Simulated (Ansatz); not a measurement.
# Si2NH7 (SMILES [SiH3]N[SiH3]): HSE06/6-31G(d) (spherical functions)

Aim: the electronic atomisation energy of Si2NH7 at HSE06/6-31G* (spherical functions), from 4 runs. 

The calculation is run with Ansatz 0.2.0.

52 further runs of the same task are left out: 52 set aside as unsound or not needed.

**1. Starting point**

The species is Si2NH7 (10 atoms), meant as a singlet with charge 0. SMILES: `[SiH3]N[SiH3]`. The coordinates come from a PBE0-D4/def2-TZVP relaxation.

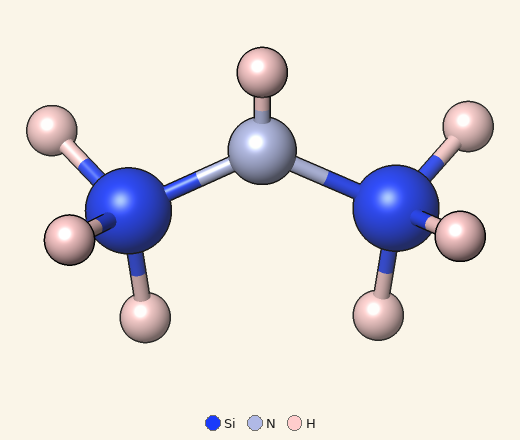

The structure, seen from a chosen angle (silicon blue, nitrogen light blue, hydrogen pink).

**2. A single-point energy at HSE06/6-31G(d) (spherical functions)**

Contents of molecule.yaml:

```yaml
crystal:
  periodic: [false, false, false]
  atoms:
    - {symbol: Si, position_ang: [-1.042800, 0.758390, -0.879990]}
    - {symbol: N, position_ang: [0.119990, 0.500410, 0.368670]}
    - {symbol: Si, position_ang: [0.995830, -0.935260, 0.755390]}
    - {symbol: H, position_ang: [-1.373610, -0.567260, -1.458240]}
    - {symbol: H, position_ang: [-0.532280, 1.645360, -1.962590]}
    - {symbol: H, position_ang: [-2.274280, 1.393560, -0.336440]}
    - {symbol: H, position_ang: [0.361990, 1.317290, 0.912940]}
    - {symbol: H, position_ang: [0.403090, -2.042290, -0.034740]}
    - {symbol: H, position_ang: [0.897240, -1.243020, 2.208320]}
    - {symbol: H, position_ang: [2.444830, -0.827180, 0.426680]}
basis:
  gaussian: {orbitals: 6-31G_st_-spherical.json}
hamiltonian: {xc: {name: HSE06}}
accuracy: high
output: {orbitals: {seedname: orbitals}}
```

The basis set 6-31G* is read from a file made from the Basis Set Exchange's data (not shown).

The run is started by

```console
ansatz run molecule.yaml --threads 1 --pin off --max-ram 3480MiB --events-out events.jsonl --progress --plain --runs-dir runs
```

The log of the run:

```text
Warning: RAYON_NUM_THREADS=1 ignored (pool sized by the plan → 1); use --threads N
Functional definition: HSE06
  name "HSE06"
  parameter a = 0.25
  parameter omega = 0.11/bohr
  exchange = pbe_x - a*pbe_x_sr(omega) + a*exact_x_sr(omega)
  correlation = pbe_c
1509 factors; integrals over basis functions are off by at most 3.5e-9 eV
111 factors; integrals over basis functions are off by at most 1.6e-9 eV
mean field evaluation 1: about -17344.4020 eV, gradient 5.1e1 eV
mean field evaluation 2: about -17333.9299 eV, gradient 8.1e1 eV
mean field evaluation 4: about -17349.5621 eV, gradient 1.0e0 eV
mean field evaluation 8: about -17349.7935 eV, gradient 6.0e-2 eV
mean field evaluation 16: about -17349.7935 eV, gradient 5.7e-7 eV
mean field -17349.79354118 eV, -637.5931525259 hartree, gradient 6.7e-8 eV, S^2 0.000000; 0 other end points of the search recorded, 0 dependent functions left out
reference -17349.79354523 eV, -637.5931526748 hartree; 21, 21 occupied and 43, 43 virtual orbitals, 1509 factors
Total energy: -17349.79354523 eV, -637.5931526748 hartree
```

Run time: 3.3 s. Hardware: 1 thread of Intel Xeon 6975P-C (Granite Rapids), shared host; peak memory 0.22 GiB.

**3. The H atom at the same level**

Contents of job.yaml:

```yaml
crystal:
  periodic: [false, false, false]
  atoms:
    - {symbol: H, position_ang: [0.000000, 0.000000, 0.000000]}
basis:
  gaussian: {orbitals: "6-31G*"}
magnetization: {spin_polarized: true, initial_magnetization: 1}
hamiltonian: {xc: {name: HSE06}}
accuracy: high
```

Run the same way, it converges to -0.49883 Eh (log not shown).

**4. The N atom at the same level**

Contents of molecule.yaml:

```yaml
crystal:
  periodic: [false, false, false]
  atoms:
    - symbol: "N"
      position_ang: [0.000000, 0.000000, 0.000000]
basis:
  gaussian: {orbitals: 6-31G_st_-spherical.json}
magnetization: {spin_polarized: true, initial_magnetization: 3}
hamiltonian: {xc: hse06}
accuracy: high
```

The basis set 6-31G* is read from a file made from the Basis Set Exchange's data (not shown).

Run the same way, it converges to -54.52171 Eh (log not shown).

**5. The Si atom**

Contents of run.yaml:

```yaml
crystal:
  periodic: [false, false, false]
  atoms:
    - {symbol: Si, position_ang: [0.000000, 0.000000, 0.000000]}
basis:
  gaussian:
    orbitals: 6-31G_st_-spherical.json
accuracy: high
hamiltonian:
  xc: {name: HSE06}
magnetization:
  spin_polarized: true
  initial_magnetization: 2
```

The basis set 6-31G* is read from a file made from the Basis Set Exchange's data (not shown).

Run the same way, it converges to -289.22198 Eh (log not shown).

**6. Summary of results**

At HSE06/6-31G* (spherical functions):

| quantity | value |
| --- | --- |
| molecule: total energy | -637.59315 Eh |
| molecule: HOMO energy | -6.89 eV |
| molecule: LUMO energy | 0.01 eV |
| molecule: HOMO–LUMO gap | 6.91 eV |
| H atom: total energy | -0.49883 Eh |
| H atom: ⟨S²⟩ | 0.750 |
| N atom: total energy | -54.52171 Eh |
| N atom: ⟨S²⟩ | 3.752 |
| Si atom: total energy | -289.22198 Eh |
| Si atom: ⟨S²⟩ | 2.002 |
| electronic atomisation energy | 30.903 eV |

Taking the molecule apart into free atoms costs 30.90 eV (713 kcal/mol), before zero-point energy and without spin-orbit coupling.
